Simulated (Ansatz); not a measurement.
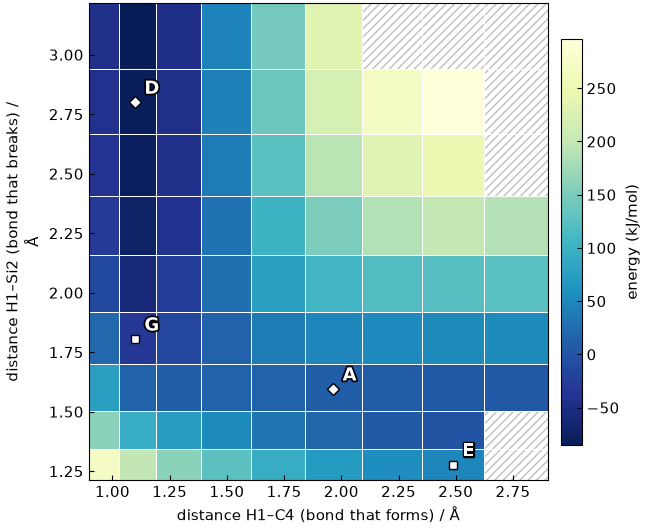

The reacting system CH7OSi (fragments H₄OSi + CH₃ where the first distance is long, CH₄ + H₃OSi where the second is long), spin multiplicity 2. Coordinates scanned: (1) distance H1–C4 (bond that forms); (2) distance H1–Si2 (bond that breaks). Relaxed at each point: all other coordinates. Grid: 9 × 9 points. At 7 points there is no value. Points are written as (first, second). All energies are given in kJ/mol relative to a guessed transition structure relaxed with its forming and breaking bonds held. Energies and slopes of some neighbouring points disagree (a jump in structure or state, or too coarse a mesh). These are results of Ansatz 0.2.0, UKS PBE0-D4/def2-SVP, not measurements.

In the figure: one coloured cell a grid point, hatched blanks where no value was computed, lettered points.

**Rank the lettered points by energy, lowest first.**

D (−83 kJ/mol), G (−32 kJ/mol), A (12 kJ/mol), E (48 kJ/mol).
